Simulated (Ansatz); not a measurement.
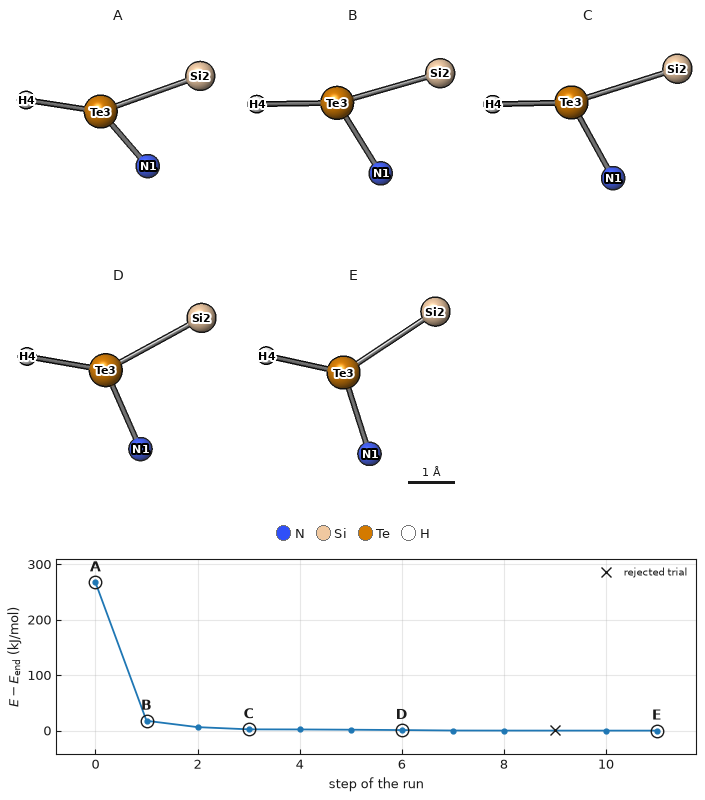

Frames of a relaxation of SiNHTe, marked on the history of the run. Style: ball-and-stick. Shown face on.

It is one of the separated reactants of a reaction.

These are results of RKS PBE-D4/def2-SVP in Ansatz, not measurements. Settings: force threshold 0.03 eV/Å; at most 250 steps.

Question: Describe the path.

Answer: After 10 accepted moves (11 points after the start) the energy has fallen by 267.2 kJ/mol. Largest force component: 16 eV/Å at the start, 0.012 eV/Å at the end. The line search rejected the trial step at point 9 of the run. The largest move after the best rigid fit is that of N1, 0.68 Å. Largest moves by element: N 0.68 Å, Si 0.54 Å, Te 0.18 Å, H 0.15 Å. Some distances before and after: N1–Si2 2.319 → 3.486 Å, N1–Te3 1.623 → 1.919 Å, Si2–Te3 2.352 → 2.447 Å, Te3–H4 1.690 → 1.774 Å. Bond angles that change, for instance: N1–Te3–Si2 68.6° → 105.3°, N1–Te3–H4 140.0° → 120.8°, Si2–Te3–H4 151.4° → 133.8°. The run took 15 s on 2 threads of Arm Neoverse V2, on a shared host. From step 0 to 1: Te3 moves most (0.20 Å), energy −249.5 kJ/mol. From step 1 to 3: N1 moves most (0.12 Å), energy −15.4 kJ/mol. From step 3 to 6: Si2 moves most (0.27 Å), energy −1.31 kJ/mol. From step 6 to 11: N1 moves most (0.16 Å), energy −1.01 kJ/mol.
